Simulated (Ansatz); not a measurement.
## ZrN: pressure series

Consider ZrN in the rock salt structure (space group Fm-3m, No. 225).

Space group Fm-3m (No. 225); a = 4.595 Å, b = 4.595 Å, c = 4.595 Å, α = 90.00°, β = 90.00°, γ = 90.00°

```tsv
atom	site	symmetry	x	y	z
N	4a	m-3m	0.0000	0.0000	0.0000
Zr	4b	m-3m	0.5000	0.5000	0.5000
```
(The calculation used a cell of 2 atoms; values per cell refer to that cell.)

Cell and atoms are relaxed at each pressure.

Calculations: PBE (Ansatz, an electronic-structure program), no SOC, earlier PAW set.

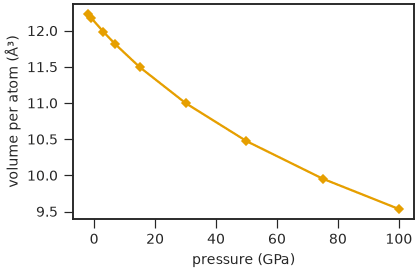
Fig. 1. Volume against pressure

Question: Estimate the zero-pressure bulk modulus from the plot.

Answer: About 250 GPa; a third-order Birch–Murnaghan fit to the points gives V₀ = 12.13 Å³/atom, B₀ = 250 GPa and B₀′ = 4.2.

Load acts through the strain it causes; cell and atoms are relaxed under it. Stability against distortions was not tested. No other phases were tried under pressure. All final runs are without spin polarisation. An odd electron count without spin: ZrN.
